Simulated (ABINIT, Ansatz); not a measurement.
**CdS (Hawleyite): modes at Γ and the response to a field**

Which modes does CdS (Hawleyite) have at the zone centre?

Calculated with ABINIT 10.8.3; DFT LDA, scalar-relativistic, plane waves, PseudoDojo norm-conserving pseudopotentials.

## Step 1: Set-up

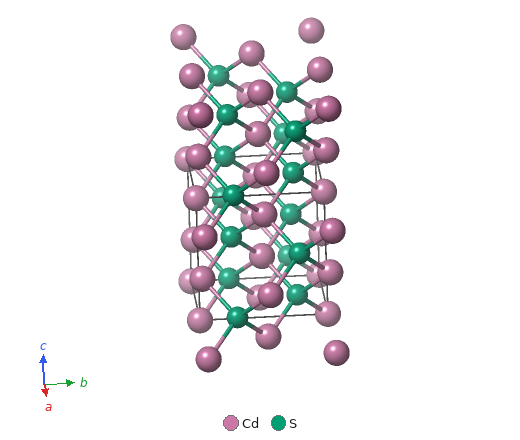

The starting structure, seen slightly off an axis (cadmium pink, sulfur teal). 2×1×2 cells are drawn. This picture shows the conventional cell, with its axes. Bonds to atoms that aren't drawn are left out. Some periodic images of atoms are drawn too.

## Step 2: A first look

A first run with smearing and empty bands tells whether the crystal has a gap, which decides between fixed occupations and smearing later on.

probe.abi

```
# ground state
tolvrs 1.0d-08
prtden 1
prtwf 1

# basis, mesh and filling
ecut 47.0
ngkpt 6 6 6
nshiftk 1
shiftk 0.0 0.0 0.0
istwfk *1
occopt 7
tsmear 0.005
nband 20
nstep 100
diemac 9.0
prtebands 0
prtgsr 0
useylm 1

# cell and atoms
acell 7.794277172 7.794277172 7.794277172
rprim 
    -0.7071067812 0.0 0.7071067812
    0.0 0.7071067812 0.7071067812
    -0.7071067812 0.7071067812 0.0
ntypat 2
znucl 48 16
natom 2
typat 1 2
xred 
    0.0 0.0 0.0
    0.25 0.25 0.25
pp_dirpath "./pseudo"
pseudos "Cd.upf, S.upf"
```

Started as:

```
$ OMP_NUM_THREADS=1 mpirun -n 8 abinit probe.abi > probe.log
```

Numbers of over 12 decimals in the logs are rounded to 6 here.

probe.abo, the main output file:

```text
[banners, grids, parts of the stress and lines that vanish by symmetry left out]
- input  file    -> probe.abi
- output file    -> probe.abo
- root for input  files -> probei
[...]
Symmetries : space group F-4 3 m (#216); Bravais cF (face-center cubic)
[...]
mpw =        5188          nfft =      125000          nkpt =          16
[...]
== DATASET  1 ==================================================================
[...]
cutoff_energies: {ecut:  47.0, pawecutdg:  -1.0, }
[...]
ETOT  1  -183.70272599561    -1.837E+02 4.047E+00 7.053E+03
 ETOT  2  -184.76845547366    -1.066E+00 4.424E-02 1.445E+04
 ETOT  3  -186.19846309957    -1.430E+00 2.755E-02 1.743E+03
 ETOT  4  -186.31581109501    -1.173E-01 1.292E-02 7.002E+02
 ETOT  5  -186.37228935818    -5.648E-02 4.973E-03 1.471E+02
[...]
ETOT 10  -186.38862933793    -2.667E-08 2.176E-04 6.985E-07
 ETOT 11  -186.38862933804    -1.080E-10 2.434E-04 8.744E-09
 At SCF step   11       vres2   =  8.74E-09 < tolvrs=  1.00E-08 =>converged.
[...]
sigma(1 1)=  9.38578072E-05  sigma(3 2)=  0.00000000E+00
  sigma(2 2)=  9.38578072E-05  sigma(3 1)=  0.00000000E+00
  sigma(3 3)=  9.38578072E-05  sigma(2 1)=  0.00000000E+00
[...]
convergence: {deltae: -1.080E-10, res2:  8.744E-09, residm:  2.434E-04, diffor: null, }
etotal    :  -1.86388629E+02
[...]
sigma(1 1)=  9.38578072E-05  sigma(3 2)=  0.00000000E+00
  sigma(2 2)=  9.38578072E-05  sigma(3 1)=  0.00000000E+00
  sigma(3 3)=  9.38578072E-05  sigma(2 1)=  0.00000000E+00
[...]
- sigma(1 1)=  2.76139203E+00  sigma(3 2)=  0.00000000E+00
- sigma(2 2)=  2.76139203E+00  sigma(3 1)=  0.00000000E+00
- sigma(3 3)=  2.76139203E+00  sigma(2 1)=  0.00000000E+00
[...]
fcart      1.9084391729E-31  5.7253175187E-31 -1.9084391729E-31
           strten      9.3857807250E-05  9.3857807250E-05  9.3857807250E-05
================================================================================

[key lines of the parts left out:]
pressure_GPa:  -2.7614E+00
```

Run time: 10 s. Hardware: 8 MPI ranks of Arm Neoverse V2, shared host.

Read from the output:

| Property | Result |
| --- | --- |
| volume per atom | 24.81 Å³ |
| pressure | -2.761 GPa |
| gap on the k-mesh | 0.8602 eV |

A gap of 0.86 eV opens on this mesh, so the crystal is taken as an insulator; the printed pressure holds the stress of the finite basis too.

## Step 3: Relaxation

The harmonic expansion needs vanishing forces, and a free crystal bears no stress, so cell and atoms are brought to rest. Stress is more sensitive to the basis than forces are: the last 3 Ha under the cutoff are smoothed with ecutsm, and the cutoff is raised above that of the later runs.

relax.abi

```
# relaxation
ionmov 2
optcell 2
dilatmx 1.08
ntime 40
tolmxf 1.0d-05
tolvrs 1.0d-14
prtwf 0
prtden 0
chksymtnons 0

# basis, mesh and filling
ecut 57.0
ecutsm 3.0
ngkpt 8 8 8
nshiftk 1
shiftk 0.0 0.0 0.0
istwfk *1
occopt 1
nband 13
nstep 100
diemac 9.0
prtebands 0
prtgsr 0
useylm 1

# cell and atoms
acell 7.794277172 7.794277172 7.794277172
rprim 
    -0.7071067812 0.0 0.7071067812
    0.0 0.7071067812 0.7071067812
    -0.7071067812 0.7071067812 0.0
ntypat 2
znucl 48 16
natom 2
typat 1 2
xred 
    0.0 0.0 0.0
    0.25 0.25 0.25
pp_dirpath "./pseudo"
pseudos "Cd.upf, S.upf"
```

Started as:

```
$ OMP_NUM_THREADS=1 mpirun -n 8 abinit relax.abi > relax.log
```

relax.abo, the main output file:

```text
[banners, grids, parts of the stress and lines that vanish by symmetry left out]
- input  file    -> relax.abi
- output file    -> relax.abo
- root for input  files -> relaxi
[...]
Symmetries : space group F-4 3 m (#216); Bravais cF (face-center cubic)
[...]
mpw =        8705          nfft =      216000          nkpt =          29
[...]
== DATASET  1 ==================================================================
[...]
cutoff_energies: {ecut:  57.0, pawecutdg:  -1.0, }
[...]
ETOT  1  -175.25196446679    -1.753E+02 4.720E+00 8.693E+04
 ETOT  2  -177.42416996347    -2.172E+00 3.398E+00 1.669E+05
 ETOT  3  -184.92178131789    -7.498E+00 1.019E+00 2.597E+04
 ETOT  4  -185.89519087776    -9.734E-01 1.327E-01 9.925E+03
 ETOT  5  -186.12436775198    -2.292E-01 2.120E-02 5.009E+03
[...]
At SCF step   46       vres2   =  8.09E-16 < tolvrs=  1.00E-14 =>converged.
[...]
sigma(1 1)=  8.19369761E-05  sigma(3 2)=  0.00000000E+00
  sigma(2 2)=  8.19369761E-05  sigma(3 1)=  0.00000000E+00
  sigma(3 3)=  8.19369761E-05  sigma(2 1)=  0.00000000E+00
[...]
convergence: {deltae:  8.356E-12, res2:  8.088E-16, residm:  2.699E-14, diffor: null, }
etotal    :  -1.86388989E+02
[...]
ETOT  1  -186.38436618116    -1.864E+02 2.271E+00 1.011E+02
[...]
At SCF step   14       vres2   =  5.67E-15 < tolvrs=  1.00E-14 =>converged.
[...]
sigma(1 1)=  6.74559981E-05  sigma(3 2)=  0.00000000E+00
  sigma(2 2)=  6.74559981E-05  sigma(3 1)=  0.00000000E+00
  sigma(3 3)=  6.74559981E-05  sigma(2 1)=  0.00000000E+00
[...]
convergence: {deltae:  5.912E-12, res2:  5.666E-15, residm:  4.426E-15, diffor: null, }
etotal    :  -1.86389174E+02
[...]
ETOT  1  -186.30473479143    -1.863E+02 6.945E-02 1.891E+03
[...]
At SCF step   15       vres2   =  8.61E-15 < tolvrs=  1.00E-14 =>converged.
[...]
sigma(1 1)= -4.38064280E-06  sigma(3 2)=  0.00000000E+00
  sigma(2 2)= -4.38064280E-06  sigma(3 1)=  0.00000000E+00
  sigma(3 3)= -4.38064280E-06  sigma(2 1)=  0.00000000E+00
[...]
convergence: {deltae: -1.509E-11, res2:  8.612E-15, residm:  1.869E-15, diffor: null, }
etotal    :  -1.86389529E+02
[...]
ETOT  1  -186.38916991930    -1.864E+02 8.760E-07 7.517E+00
[...]
At SCF step   13       vres2   =  4.85E-15 < tolvrs=  1.00E-14 =>converged.
[...]
sigma(1 1)=  2.05467366E-07  sigma(3 2)=  0.00000000E+00
  sigma(2 2)=  2.05467366E-07  sigma(3 1)=  0.00000000E+00
  sigma(3 3)=  2.05467366E-07  sigma(2 1)=  0.00000000E+00
[...]
convergence: {deltae:  7.617E-12, res2:  4.851E-15, residm:  1.374E-15, diffor: null, }
etotal    :  -1.86389530E+02
[...]
ETOT  1  -186.38952916524    -1.864E+02 1.913E-09 1.500E-02
[...]
ETOT 10  -186.38952988036     5.087E-12 2.299E-15 2.941E-14
 ETOT 11  -186.38952988036     6.253E-12 1.341E-16 6.532E-16
 At SCF step   11       vres2   =  6.53E-16 < tolvrs=  1.00E-14 =>converged.
[...]
sigma(1 1)=  5.65746960E-10  sigma(3 2)=  0.00000000E+00
  sigma(2 2)=  5.65746958E-10  sigma(3 1)=  0.00000000E+00
  sigma(3 3)=  5.65746958E-10  sigma(2 1)=  0.00000000E+00
[...]
convergence: {deltae:  6.253E-12, res2:  6.532E-16, residm:  1.341E-16, diffor: null, }
etotal    :  -1.86389530E+02
[...]
At Broyd/MD step   5, gradients are converged :
[...]
sigma(1 1)=  5.65746960E-10  sigma(3 2)=  0.00000000E+00
  sigma(2 2)=  5.65746958E-10  sigma(3 1)=  0.00000000E+00
  sigma(3 3)=  5.65746958E-10  sigma(2 1)=  0.00000000E+00
[...]
- sigma(1 1)=  1.66448502E-05  sigma(3 2)=  0.00000000E+00
- sigma(2 2)=  1.66448502E-05  sigma(3 1)=  0.00000000E+00
- sigma(3 3)=  1.66448502E-05  sigma(2 1)=  0.00000000E+00
[...]
fcart     -2.4165469513E-31 -1.4499281708E-31 -3.3831657318E-31
           strten      5.6574695970E-10  5.6574695796E-10  5.6574695796E-10
================================================================================

[key lines of the parts left out:]
pressure_GPa:  -1.6645E-05
Total energy (etotal) [Ha]= -1.86389529880357E+02
```

Run time: 2.3 min. Hardware: 8 MPI ranks.

The steps of the relaxation:

```tsv
step	energy less that of the first step (eV)	largest force (eV/Å)	volume (Å³)
1	0.0000	0.0000	49.62
2	-0.0050	0.0000	49.25
3	-0.0147	0.0000	47.64
4	-0.0147	0.0000	47.73
5	-0.0147	0.0000	47.73
```

```tsv
conventional cell, symmetrised	before	after	change
a (Å)	5.833	5.758	-1.3 %
b (Å)	5.833	5.758	-1.3 %
c (Å)	5.833	5.758	-1.3 %
volume (Å³/atom)	24.81	23.87	-3.8 %
```

The relaxed structure:

```xyz
2
Lattice="-2.8791 0.0000 2.8791 0.0000 2.8791 2.8791 -2.8791 2.8791 0.0000" Properties=species:S:1:pos:R:3 pbc="T T T"
Cd    0.0000    0.0000    0.0000
S    -1.4395    1.4395    1.4395
```

This step gave:

```yaml
volume_per_atom: 23.87 Å³
pressure: -1.66e-5 GPa
```

The volume changes by -3.8 % in this run and stands -3.8 % from the first cell.

## Step 4: Self-consistent run for the response

First-order wavefunctions inherit every error of the ground state, hence the very tight tolvrs. The mesh is shifted off Γ, since shifted meshes converge sums over the zone faster.

gs.abi

```
# ground state
tolvrs 1.0d-16
prtden 1
prtwf 1

# basis, mesh and filling
ecut 47.0
ngkpt 6 6 6
nshiftk 4
shiftk 
    0.5 0.5 0.5
    0.5 0.0 0.0
    0.0 0.5 0.0
    0.0 0.0 0.5
istwfk *1
occopt 1
nband 13
nstep 100
diemac 9.0
prtebands 0
prtgsr 0
useylm 1

# cell and atoms
acell 7.694296955 7.694296955 7.694296955
rprim 
    -0.7071067812 0.0 0.7071067812
    0.0 0.7071067812 0.7071067812
    -0.7071067812 0.7071067812 0.0
ntypat 2
znucl 48 16
natom 2
typat 1 2
xred 
    0.0 0.0 0.0
    0.25 0.25 0.25
pp_dirpath "./pseudo"
pseudos "Cd.upf, S.upf"
```

Started as:

```
$ OMP_NUM_THREADS=1 mpirun -n 8 abinit gs.abi > gs.log
```

gs.abo, the main output file:

```text
[banners, grids, parts of the stress and lines that vanish by symmetry left out]
- input  file    -> gs.abi
- output file    -> gs.abo
- root for input  files -> gsi
[...]
Symmetries : space group F-4 3 m (#216); Bravais cF (face-center cubic)
[...]
mpw =        4975          nfft =      110592          nkpt =          28
[...]
== DATASET  1 ==================================================================
[...]
cutoff_energies: {ecut:  47.0, pawecutdg:  -1.0, }
[...]
ETOT  1  -176.25515268736    -1.763E+02 4.497E+00 4.044E+04
 ETOT  2  -178.19788386850    -1.943E+00 2.748E+00 7.931E+04
 ETOT  3  -185.10623373521    -6.908E+00 1.091E+00 1.200E+04
 ETOT  4  -185.91986656252    -8.136E-01 6.941E-02 4.918E+03
 ETOT  5  -186.15457315030    -2.347E-01 3.386E-03 2.327E+03
[...]
ETOT 38  -186.38929493249    -8.612E-12 3.069E-18 3.039E-16
 ETOT 39  -186.38929493247     1.597E-11 1.009E-18 3.238E-18
 At SCF step   39       vres2   =  3.24E-18 < tolvrs=  1.00E-16 =>converged.
[...]
sigma(1 1)=  1.26021708E-05  sigma(3 2)=  0.00000000E+00
  sigma(2 2)=  1.26021708E-05  sigma(3 1)=  0.00000000E+00
  sigma(3 3)=  1.26021708E-05  sigma(2 1)=  0.00000000E+00
[...]
convergence: {deltae:  1.597E-11, res2:  3.238E-18, residm:  1.009E-18, diffor: null, }
etotal    :  -1.86389295E+02
[...]
sigma(1 1)=  1.26021708E-05  sigma(3 2)=  0.00000000E+00
  sigma(2 2)=  1.26021708E-05  sigma(3 1)=  0.00000000E+00
  sigma(3 3)=  1.26021708E-05  sigma(2 1)=  0.00000000E+00
[...]
- sigma(1 1)=  3.70768667E-01  sigma(3 2)=  0.00000000E+00
- sigma(2 2)=  3.70768667E-01  sigma(3 1)=  0.00000000E+00
- sigma(3 3)=  3.70768667E-01  sigma(2 1)=  0.00000000E+00
[...]
fcart     -0.0000000000E+00 -0.0000000000E+00 -0.0000000000E+00
           strten      1.2602170849E-05  1.2602170849E-05  1.2602170849E-05
================================================================================

[key lines of the parts left out:]
pressure_GPa:  -3.7077E-01
```

Wall time 26 s (8 MPI ranks).

Numbers from this step:

```
pressure : -0.3708 GPa
```

The cell stands at -0.37 GPa: the relaxation ran with a smoothed and higher cutoff and on another k mesh.

## Step 5: Empty bands

Empty bands on the ground state's density check that the gap assumed so far is there in this cell.

gap.abi

```
# empty bands on the ground state's density
iscf -2
getden_filepath "gso_DEN"
tolwfr 1.0d-12
nbdbuf 2
prtwf 0

# basis, mesh and filling
ecut 47.0
ngkpt 8 8 8
nshiftk 1
shiftk 0.0 0.0 0.0
istwfk *1
occopt 1
nband 17
nstep 100
diemac 9.0
prtebands 0
prtgsr 0
useylm 1

# cell and atoms
acell 7.694296955 7.694296955 7.694296955
rprim 
    -0.7071067812 0.0 0.7071067812
    0.0 0.7071067812 0.7071067812
    -0.7071067812 0.7071067812 0.0
ntypat 2
znucl 48 16
natom 2
typat 1 2
xred 
    0.0 0.0 0.0
    0.25 0.25 0.25
pp_dirpath "./pseudo"
pseudos "Cd.upf, S.upf"
```

Started as:

```
$ OMP_NUM_THREADS=1 mpirun -n 8 abinit gap.abi > gap.log
```

gap.abo, the main output file:

```text
[banners, grids, parts of the stress and lines that vanish by symmetry left out]
- input  file    -> gap.abi
- output file    -> gap.abo
- root for input  files -> gapi
[...]
Symmetries : space group F-4 3 m (#216); Bravais cF (face-center cubic)
[...]
mpw =        4988          nfft =      110592          nkpt =          29
[...]
== DATASET  1 ==================================================================
[...]
cutoff_energies: {ecut:  47.0, pawecutdg:  -1.0, }
[...]
-outvars: echo values of variables after computation
            acell      7.6942969550E+00  7.6942969550E+00  7.6942969550E+00 Bohr
================================================================================
```

The job ended after 8.8 s (8 MPI ranks; 69 s of CPU time).

Read from the output:

- gap on the k-mesh: 0.9440 eV

In this cell the gap on the mesh is 0.94 eV, direct, so fixed occupations hold.

## Step 6: Zone-centre response

The derivative of the wavefunctions by k comes first, since the response to a field is built on it; then the field and the displacements that symmetry doesn't supply are solved at q = 0.

It reads the wavefunctions written in step 4.

dfpt_gamma.abi

```
ndtset 2

# common to the responses
getwfk_filepath "gso_WFK"
kptopt 2
nqpt 1
qpt 0.0 0.0 0.0
asr 0
chneut 0

# d/dk
rfelfd1 2
rfdir1 1 1 1
iscf1 -3
tolwfr1 1.0d-20

# displacements, field
rfphon2 1
rfatpol2 1 2
rfdir2 1 1 1
rfelfd2 3
getddk2 1
tolvrs2 1.0d-10
prtwf2 0

# basis, mesh and filling
ecut 47.0
ngkpt 6 6 6
nshiftk 4
shiftk 
    0.5 0.5 0.5
    0.5 0.0 0.0
    0.0 0.5 0.0
    0.0 0.0 0.5
istwfk *1
occopt 1
nband 13
nstep 100
diemac 9.0
prtebands 0
prtgsr 0
useylm 1

# cell and atoms
acell 7.694296955 7.694296955 7.694296955
rprim 
    -0.7071067812 0.0 0.7071067812
    0.0 0.7071067812 0.7071067812
    -0.7071067812 0.7071067812 0.0
ntypat 2
znucl 48 16
natom 2
typat 1 2
xred 
    0.0 0.0 0.0
    0.25 0.25 0.25
pp_dirpath "./pseudo"
pseudos "Cd.upf, S.upf"
```

Started as:

```
$ OMP_NUM_THREADS=1 mpirun -n 8 abinit dfpt_gamma.abi > dfpt_gamma.log
```

dfpt_gamma.abo, the main output file:

```text
[banners, grids, parts of the stress and lines that vanish by symmetry left out]
- input  file    -> dfpt_gamma.abi
- output file    -> dfpt_gamma.abo
- root for input  files -> dfpt_gammai
[...]
DATASET    1 : space group F-4 3 m (#216); Bravais cF (face-center cubic)
[...]
nfft =      110592          nkpt =         432
[...]
DATASET    2 : space group F-4 3 m (#216); Bravais cF (face-center cubic)
[...]
nfft =      110592          nkpt =         432
[...]
== DATASET  1 ==================================================================
[...]
cutoff_energies: {ecut:  47.0, pawecutdg:  -1.0, }
[...]
- 16.00000   6.00000  180309                  znucl, zion, pspdat
[...]
Perturbation : derivative vs k along direction   1
[...]
-ETOT  1  -25.892058643747     -2.589E+01 9.015E-01 0.000E+00
 ETOT  2  -26.213098223856     -3.210E-01 2.617E+00 0.000E+00
 ETOT  3  -26.233951520749     -2.085E-02 5.283E-02 0.000E+00
 ETOT  4  -26.237177085553     -3.226E-03 2.148E-01 0.000E+00
 ETOT  5  -26.237950270503     -7.732E-04 4.894E-03 0.000E+00
[...]
At SCF step   45   max residual=  1.00E-20 < tolwfr=  1.00E-20 =>converged.
[...]
Perturbation : derivative vs k along direction   2
[...]
-ETOT  1  -25.892058643391     -2.589E+01 9.015E-01 0.000E+00
[...]
At SCF step   45   max residual=  9.99E-21 < tolwfr=  1.00E-20 =>converged.
[...]
Perturbation : derivative vs k along direction   3
[...]
-ETOT  1  -25.892058643035     -2.589E+01 9.015E-01 0.000E+00
[...]
At SCF step   45   max residual=  1.00E-20 < tolwfr=  1.00E-20 =>converged.
[...]
1        1       1.1487979580   -0.0000000000
     1        2      -0.5743989790    0.0000000000
     1        3      -0.5743989790    0.0000000000
     2        1      -0.5743989790    0.0000000000
     2        2       1.1487979580   -0.0000000000
     2        3       0.5743989790   -0.0000000000
     3        1      -0.5743989790    0.0000000000
     3        2       0.5743989790   -0.0000000000
     3        3       1.1487979580   -0.0000000000
[...]
== DATASET  2 ==================================================================
[...]
cutoff_energies: {ecut:  47.0, pawecutdg:  -1.0, }
[...]
Perturbation : displacement of atom   1   along direction   1
[...]
-ETOT  1   17.329278797013     -2.472E+04 2.635E+02 2.015E+03
[...]
At SCF step   19       vres2   =  4.98E-11 < tolvrs=  1.00E-10 =>converged.
[...]
Perturbation : displacement of atom   2   along direction   1
[...]
-ETOT  1   6.882026     -4.119E+02 3.726E+01 3.866E+02
[...]
At SCF step   26       vres2   =  7.28E-12 < tolvrs=  1.00E-10 =>converged.
[...]
Perturbation : homogeneous electric field along direction   1
[...]
-ETOT  1  -126.58335141536     -1.266E+02 2.118E+02 6.125E+04
[...]
ETOT 26  -143.40153070563     -7.816E-12 2.121E-10 1.007E-10
 ETOT 27  -143.40153070564     -6.850E-12 6.576E-11 3.470E-11
 At SCF step   27       vres2   =  3.47E-11 < tolvrs=  1.00E-10 =>converged.
[...]
Dielectric tensor, in cartesian coordinates,
[...]
1    4   1    4         6.5931786955        -0.0000000000
   1    4   2    4        -0.0000000000        -0.0000000000
   1    4   3    4        -0.0000000000        -0.0000000000
   2    4   1    4        -0.0000000000        -0.0000000000
   2    4   2    4         6.5931786955        -0.0000000000
   2    4   3    4         0.0000000000        -0.0000000000
   3    4   1    4        -0.0000000000        -0.0000000000
   3    4   2    4         0.0000000000        -0.0000000000
   3    4   3    4         6.5931786955        -0.0000000000
  Effective charges, in cartesian coordinates,
[...]
1    1   1    4         2.1343681461         0.0000000000
   2    1   1    4         0.0000000000         0.0000000000
   3    1   1    4        -0.0000000000         0.0000000000
   1    2   1    4        -2.1338917053         0.0000000000
   2    2   1    4         0.0000000000         0.0000000000
[...]
Effective charges, in cartesian coordinates,
[...]
2    4   1    2        -0.0000000000         0.0000000000
   3    4   1    2        -0.0000000000         0.0000000000
   1    4   2    2         0.0000000000         0.0000000000
   2    4   2    2        -2.1338916855         0.0000000000
   3    4   2    2        -0.0000000000         0.0000000000
   1    4   3    2         0.0000000000         0.0000000000
   2    4   3    2        -0.0000000000         0.0000000000
   3    4   3    2        -2.1338916855         0.0000000000
  Phonon wavevector (reduced coordinates) :  0.00000  0.00000  0.00000
 Phonon energies in Hartree :
[...]
Phonon frequencies in cm-1    :
-  2.258554E+00  2.258554E+00  2.258554E+00  2.442800E+02  2.442800E+02
-  2.442800E+02
  Phonon at Gamma, with non-analyticity in the
[...]
Phonon energies in Hartree :
[...]
Phonon frequencies in cm-1    :
-  2.258554E+00  2.258554E+00  2.258564E+00  2.442800E+02  2.442800E+02
-  2.970074E+02
  Phonon at Gamma, with non-analyticity in the
[...]
Phonon energies in Hartree :
[...]
Phonon frequencies in cm-1    :
-  2.258554E+00  2.258554E+00  2.258564E+00  2.442800E+02  2.442800E+02
-  2.970074E+02
  Phonon at Gamma, with non-analyticity in the
[...]
Phonon energies in Hartree :
[...]
Phonon frequencies in cm-1    :
-  2.258554E+00  2.258554E+00  2.258564E+00  2.442800E+02  2.442800E+02
-  2.970074E+02
[...]
fcart2     0.0000000000E+00  0.0000000000E+00  0.0000000000E+00
           strten2     0.0000000000E+00  0.0000000000E+00  0.0000000000E+00
================================================================================
```

Run time: 20 min. Hardware: 8 MPI ranks; 2.6 h of CPU time.

Numbers from this step:

```
miss of the charge sum rule                                       : 4.76e-4 e
largest acoustic frequency at the zone centre before the sum rule : 2.26 cm⁻¹
highest optical zone-centre mode (no LO-TO term)                  : 244.3 cm⁻¹
lowest optical zone-centre mode                                   : 244.3 cm⁻¹
mean high-frequency dielectric constant                           : 6.593
largest Born charge in size (third of the trace)                  : 2.134 e
```

Born charge (rows field, columns displacement), before the sum rule (e), principal values of the symmetric part by kind of site:

```tsv
atom	atoms with these values	low	middle	high	mean
Cd1	1	2.13	2.13	2.13	2.13
S2	1	-2.13	-2.13	-2.13	-2.13
```

In full for S2:

```
-2.13  0.00  0.00
 0.00 -2.13  0.00
 0.00  0.00 -2.13
```

High-frequency dielectric tensor:

```
6.59 0.00 0.00
0.00 6.59 0.00
0.00 0.00 6.59
```

The acoustic modes at Γ come out as far as 2.3 cm⁻¹ from zero, where they should vanish, a small numerical error; the Born charges miss their sum rule by 4.8e-4 e, which is good.

[end of part 1 of 3]

[Host names and launcher messages were left out of these logs when they were recorded.]

[Logs are printed without paths, hosts, clocks, repeated set-up lines and the standing remarks that a program may print on its own settings, such as how far it seeks lower states.]

[Hosts, paths, dates, database ids (printed as entryN), source tags and the programs' standing remarks are cut or masked in the printed files.]
